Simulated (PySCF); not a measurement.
# C3H4F2O3: the cost of one run

The runs use PySCF 2.14.0, with density-fitted response routines of our own; the level of theory stands in each step. All values are computed, except where a source is named. Atoms count from 0, in the outputs and in this text.

## 1. The molecule as given

12 atoms, charge 0, multiplicity 1; geometry from: GFN2-xTB.

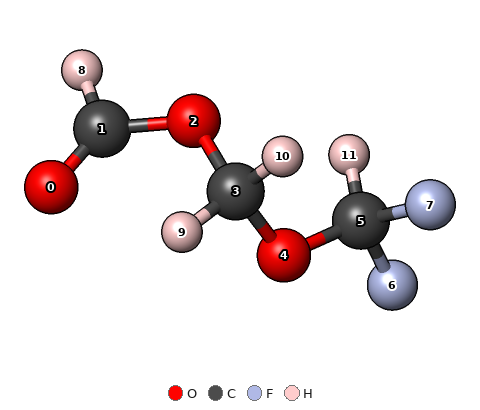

The starting geometry (oxygen red, carbon dark grey, fluorine light blue, hydrogen pink), atoms numbered.

## 2. Optimising the geometry at PBE0-D3(BJ)/def2-SVP

Job settings and geometry (Å):

```
{"job": {"xc": "PBE0", "basis": "def2-SVP", "d3": "d3bj", "grid": 1, "kind": "geom"}, "charge": 0, "multiplicity": 1}
O     -2.644861     0.043459    -0.900491
C     -2.178302     0.360781     0.144910
O     -0.985757    -0.009559     0.631379
C     -0.159118    -0.805521    -0.199750
O      0.834722    -0.032337    -0.810697
C      1.775392     0.470504     0.035860
F      2.546822     1.311268    -0.652575
F      2.587486    -0.515830     0.495968
H     -2.666840     0.998865     0.896865
H     -0.748105    -1.229747    -1.020115
H      0.275949    -1.587590     0.434575
H      1.363811     0.995022     0.918042
```

On the command line:

```console
> OMP_NUM_THREADS=1 python probes_run.py task.json out
```

The driver reads the jobs from task.json and runs them one after another.

**Question.** How long does this first job take on 1 thread of AMD EPYC 7R43, shared host, and how much memory does it need?

About 1.8 min, with a peak of 0.56 GiB.
